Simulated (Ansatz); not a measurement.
# Br2F2Ga2H2: the cost of one run

The runs use Ansatz 0.2.0, Gaussian basis; the settings change from run to run.

## 1. The molecule

An earlier PBE0-D4 in a triple-zeta def2 set relaxation fixed the geometry.

SMILES `[F][Ga@H-]1[Br+][Ga@H-]([F])[Br+]1`, 8 atoms, charge 0, spin multiplicity 1.

Atoms are counted from 1 here; the program's logs count them from 0.

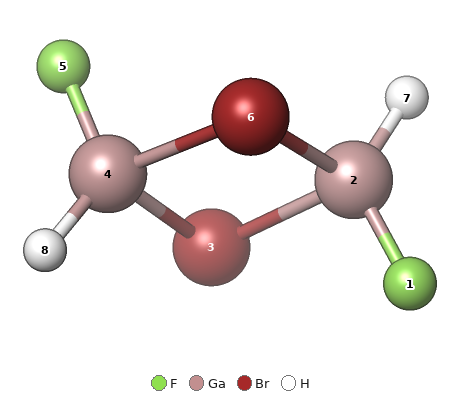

The geometry (fluorine green, gallium pink, bromine red, hydrogen white); atoms are numbered from 1 in the order of the file.

## 2. PBE-QIDH/cc-pVTZ

in.yaml reads:

```yaml
crystal:
  periodic: [false, false, false]
  atoms:
    - {symbol: F, position_ang: [2.007743, -0.982795, 1.800175]}
    - {symbol: Ga, position_ang: [1.638481, -0.373854, 0.202962]}
    - {symbol: Br, position_ang: [-0.333389, -1.703504, -0.492984]}
    - {symbol: Ga, position_ang: [-1.646476, 0.376883, -0.207241]}
    - {symbol: F, position_ang: [-1.843028, 0.965623, -1.842754]}
    - {symbol: Br, position_ang: [0.293471, 1.660654, 0.643380]}
    - {symbol: H, position_ang: [2.660792, -0.179798, -0.935001]}
    - {symbol: H, position_ang: [-2.777594, 0.236793, 0.831463]}
basis:
  gaussian: {orbitals: cc-pVTZ}
hamiltonian: {xc: {name: PBE-QIDH}}
```

Started as:

```bash
$ ansatz run in.yaml --threads 4 --pin off --events-out ev --progress --plain --max-ram 10444MiB
```

**Question.** How long does this run take on 4 threads of Arm Neoverse V2, shared host, and how much memory does it need?

About 13 s, with a peak of 1 GiB.
